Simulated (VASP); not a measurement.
Band structure of Cu2O (cuprite). Calculation: vdW-DF2, VASP's PBE PAW potentials (set 64) (plane waves; VASP).

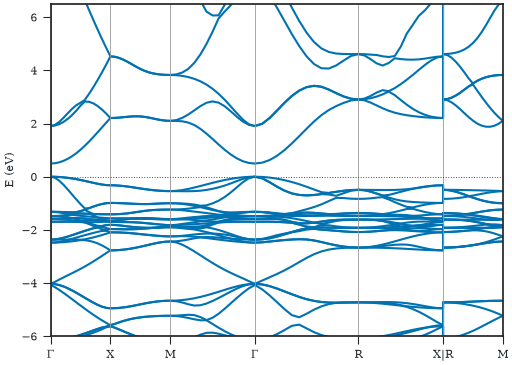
Figure: Bands along high-symmetry lines, zero at the valence-band maximum or, without a gap, the Fermi level

Question: Read the plot: is there a gap, and where are the band edges?

Answer: The gap is direct, 0.50 eV, from the valence maximum at Γ to the conduction minimum at Γ. (Edges off the drawn lines would not show.)

Measured: gap 2.20 eV (computed value off by -1.70 eV), as given by Wei Chen et al., Physical Review Materials (2018), doi:10.1103/physrevmaterials.2.073803 [zero-point renormalisation of 0.03 eV added back (the table's ZPR column)].

The compound is Cu2O in the cuprite structure. It was relaxed first, which changed the volume by +11 %.
